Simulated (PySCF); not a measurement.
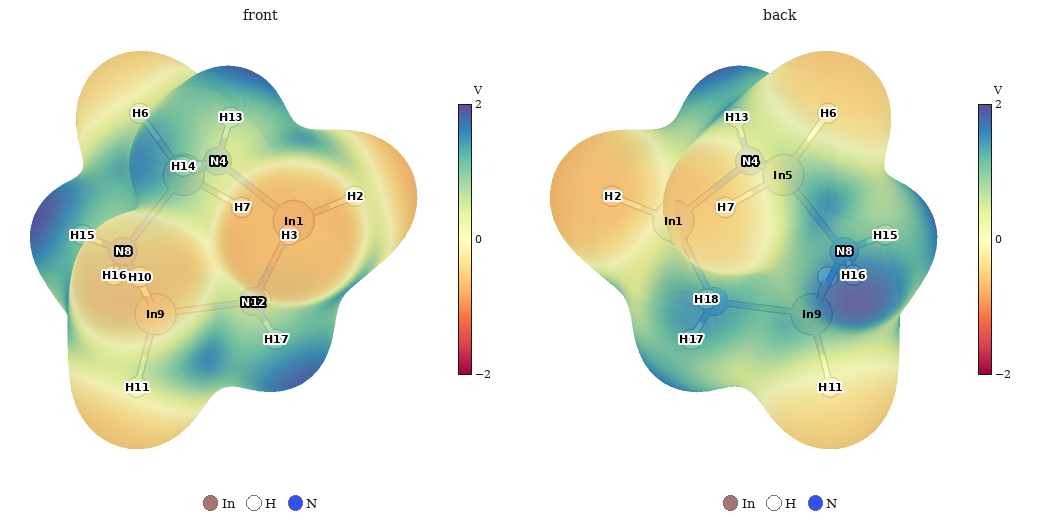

Figure. H$_{12}$In$_{3}$N$_{3}$. The electrostatic potential painted on the density surface at 0.002 e/bohr³, seen from the front and from behind; red is negative and blue positive.

Geometry: PBE0-D3(BJ)/def2-SVP; core potentials replace the inner electrons of In.

These are results of CAM-B3LYP/def2-SVPD, SCF density, gas phase, scalar-relativistic core potentials on the heavy atoms in PySCF 2.14.0, not measurements.

```xyz
18

In   -0.1227   -0.1371   -2.3190
H     0.9361    0.8992   -3.2144
H    -1.2691   -1.2908   -2.9109
N     1.1720   -1.1158   -0.7948
In    1.9116    0.2267    0.8150
H     3.2098   -0.5812    1.6292
H     1.8725    1.8435    0.1888
N     0.0876    0.0711    2.0807
In   -1.8539   -0.0860    0.9988
H    -1.9352   -1.7543    0.5341
H    -3.0247    0.8680    1.8465
N    -1.2229    1.0588   -0.7993
H     1.9782   -1.5387   -1.2603
H     0.6692   -1.9036   -0.3797
H     0.1755   -0.7419    2.6934
H     0.0599    0.8711    2.7158
H    -2.0534    1.4722   -1.2275
H    -0.6468    1.8556   -0.5187
```

Q: Which sites attract a positive test charge, and which a negative one?

A: A positive charge is drawn to the negative regions and a negative charge to the positive ones. The most negative region (about −0.7 V) lies over H2 and H3, the most positive (about +1.9 V) over H15 and H16.
